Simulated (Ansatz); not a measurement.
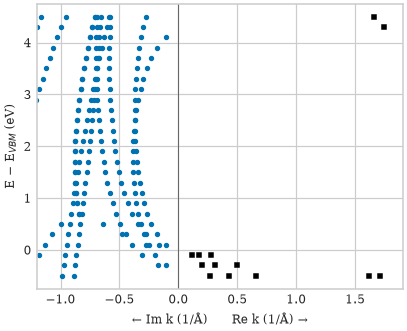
Figure: Complex bands at the centre of the two-dimensional zone; r2SCAN run with Ansatz (a first-principles code)

No gap correction and no spin-orbit coupling; mid-gap values are interpolated between computed energies.

Q: This is CaO (Fm-3m, rock salt, 2 atoms a cell, 13.9 Å³ an atom) along the normal of (110). Read off the slowest decay at the centre of the two-dimensional zone at 2.10 eV, the computed energy nearest the middle of the gap.

A: κ ≈ 0.36 1/Å, a decay length 1/(2κ) of the density of 1.4 Å.
